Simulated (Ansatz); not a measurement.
# Calculations on InNH₄O

**1. Relaxation**

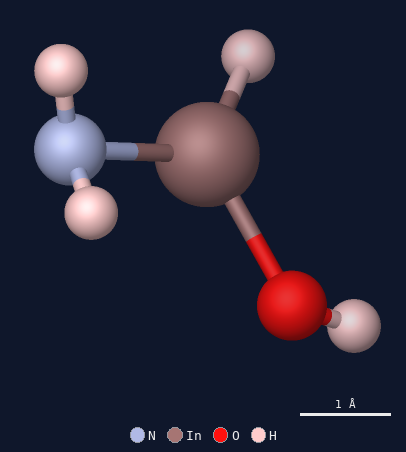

This is the input geometry for a relaxation of InNH₄O. A ball-and-stick model, seen from a free direction.

The run prepares an end point of a later path (torsion) calculation, from a guessed geometry.

All numbers below come from RKS PBE-D4/def2-SVP (Ansatz 0.2.0).

Input
```yaml
crystal:
  periodic: [false, false, false]
  atoms:
    - { symbol: "N", position_ang: [-0.90874, 0.87451, -0.98176] }
    - { symbol: In, position_ang: [0.08594, 0.12787, 0.62998] }
    - { symbol: O, position_ang: [1.43701, -1.13459, 0.02424] }
    - { symbol: H, position_ang: [-0.72058, 0.21384, -1.73268] }
    - { symbol: H, position_ang: [-1.91678, 0.92973, -0.87446] }
    - { symbol: H, position_ang: [-0.03118, 0.50124, 2.28717] }
    - { symbol: H, position_ang: [2.05434, -1.5126, 0.64751] }
basis:
  gaussian: { orbitals: def2-SVP }
hamiltonian:
  xc: pbe
  dispersion: d4
relax:
  f_tol: 0.015
  max_steps: 40
```

Run as
```bash
ansatz run input.yaml --threads 1 --pin off --max-ram 2048MiB --backend cpu --events-out ev --progress --plain --runs-dir out
```

Question: Where does the relaxation end?

Answer: H5 moves most after the best rigid fit: 0.15 Å. By element the largest moves are H 0.15 Å, O 0.12 Å, N 0.08 Å, In 0.08 Å. Some distances before and after: In2–O3 1.946 → 2.030 Å, In2–H6 1.703 → 1.726 Å, O3–H7 0.955 → 0.976 Å, N1–In2 2.036 → 2.045 Å. Bond angles that change, for instance: In2–N1–H4 104.8° → 114.7°, In2–O3–H7 120.2° → 110.4°, O3–In2–H6 119.5° → 124.0°. The energy falls by 0.143 eV in 4 accepted moves (5 points after the start). Largest force component: 1.4 eV/Å at the start, 0.0073 eV/Å at the end. The line search rejected the trial step at point 4 of the run.

Final geometry:

```xyz
7

N    -0.9071    0.7912   -0.9759
In    0.0785    0.0588    0.6597
O     1.5369   -1.1730   -0.0308
H    -0.8313    0.2100   -1.8182
H    -1.8860    1.0713   -0.8545
H    -0.0863    0.5264    2.3133
H     2.0952   -1.4848    0.7063
```

The end point in the same view:

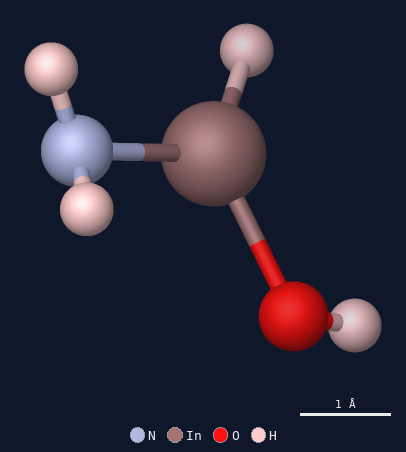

**2. Relaxation**

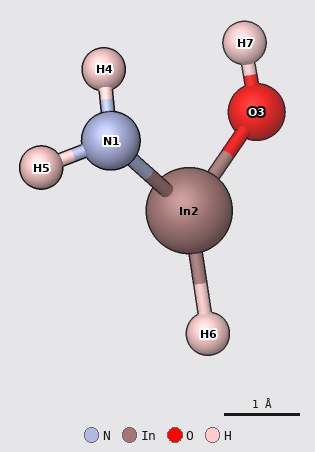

This is the input geometry for a relaxation of InNH4O. A ball-and-stick model, seen from a free direction.

The run prepares an end point of a later path (torsion) calculation, from a guessed geometry.

Computed with Ansatz, RKS PBE-D4/def2-SVP.

Input file:
```yaml
crystal:
  periodic: [false, false, false]
  atoms:
    - { symbol: "N", position_ang: [-0.90874, 0.87451, -0.98176] }
    - { symbol: In, position_ang: [0.08594, 0.12787, 0.62998] }
    - { symbol: O, position_ang: [1.43701, -1.13459, 0.02424] }
    - { symbol: H, position_ang: [-0.72058, 0.21384, -1.73268] }
    - { symbol: H, position_ang: [-1.91678, 0.92973, -0.87446] }
    - { symbol: H, position_ang: [-0.03118, 0.50124, 2.28717] }
    - { symbol: H, position_ang: [1.48609, -1.37928, -0.89781] }
basis:
  gaussian: { orbitals: def2-SVP }
hamiltonian:
  xc: pbe
  dispersion: d4
relax:
  f_tol: 0.015
  max_steps: 40
output:
  orbitals: {}
```

Run as
```bash
ansatz run input.yaml --threads 1 --pin off --max-ram 2048MiB --backend cpu --events-out ev --progress --plain --runs-dir out
```

Q: Predict the outcome.

A: Over 7 geometry steps the energy falls by 3.69 kcal/mol. The largest force component goes from 1.3 to 0.0039 eV/Å. The largest move after the best rigid fit is that of H4, 0.27 Å. Largest moves by element: H 0.27 Å, O 0.19 Å, In 0.08 Å, N 0.08 Å. Some distances before and after: In2–O3 1.946 → 2.030 Å, N1–In2 2.036 → 2.058 Å, O3–H7 0.955 → 0.976 Å, In2–H6 1.703 → 1.718 Å. Bond angles that change, for instance: In2–N1–H4 104.8° → 116.1°, In2–O3–H7 120.2° → 110.4°, N1–In2–O3 109.3° → 113.8°. The run took 15 s on 1 thread of Intel(R) Xeon(R) Processor @ 2.70GHz, with other jobs on the host, peak memory 0.15 GiB.

Step by step:

| step | E − E(0), kcal/mol | largest force component, eV/Å |
| --- | --- | --- |
| 0 | 0.00 | 1.2924 |
| 1 | -2.97 | 0.5922 |
| 2 | -3.53 | 0.3472 |
| 3 | -3.56 | 0.1563 |
| 4 | -3.65 | 0.2103 |
| 5 | -3.69 | 0.0625 |
| 6 | -3.69 | 0.0155 |
| 7 | -3.69 | 0.0039 |

The structure at the end:

```xyz
7

N    -0.9355    0.8067   -1.0134
In    0.0736    0.0463    0.6107
O     1.5847   -1.2165    0.1196
H    -0.9625    0.2093   -1.8481
H    -1.8895    1.1393   -0.8310
H    -0.0570    0.4955    2.2641
H     1.6180   -1.3473   -0.8472
```

The end point in the same view:

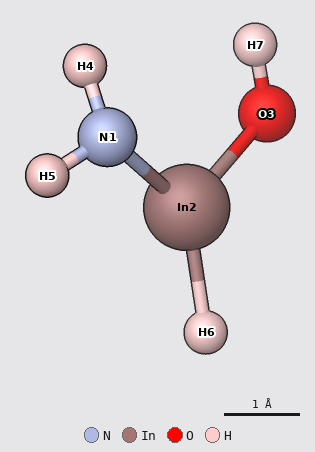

**3. Path**

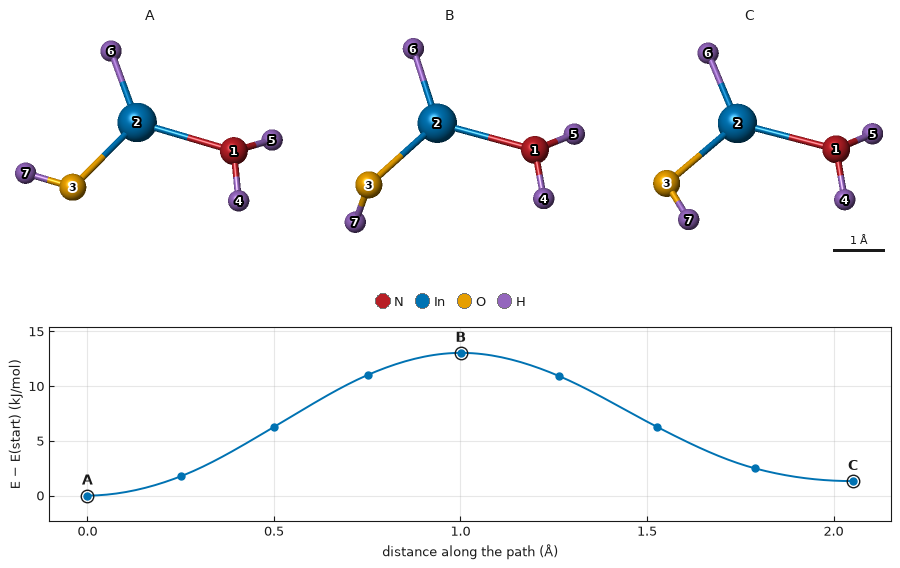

NEB run on InNH$_{4}$O. Images are numbered from 0 (start) to 8 (end). Frames A to C are images 0, 4, 8. A ball-and-stick model, seen at a tilt.

All numbers below come from Ansatz, RKS PBE-D4/def2-SVP. Settings: 7 movable images; climbing image; force threshold 0.03 eV/Å; iteration limit 60; starting path through a guess of the saddle point.

> Read off the barrier and say what moves.

The motion is a rotation about the In2–O3 bond by about 180°. No bond forms or breaks between the ends. Bond angles that change up to the highest image, for instance: N1–In2–O3 106.9° → 111.2°, In2–N1–H4 114.7° → 118.1°. Forward barrier 13.0 kJ/mol, backward barrier 11.7 kJ/mol, with image 4 at the top; the reaction energy is +1.3 kJ/mol. The band is converged.
